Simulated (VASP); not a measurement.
Band structure of Au (fcc). These are r2SCAN meta-GGA, VASP's PBE PAW potentials (set 64) (plane waves; VASP) values and carry that method's errors.

Unless said otherwise, spin-orbit coupling is left out, though it shifts the bands of the heavy elements here.

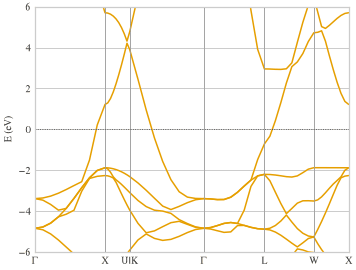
Fig. 1. Bands along high-symmetry lines, zero at the valence-band maximum or, without a gap, the Fermi level

Question: Read the plot: is there a gap, and where are the band edges?

Answer: It has no gap at this level: it comes out as a metal or semimetal.

The compound is Au in the fcc structure. It was relaxed first.
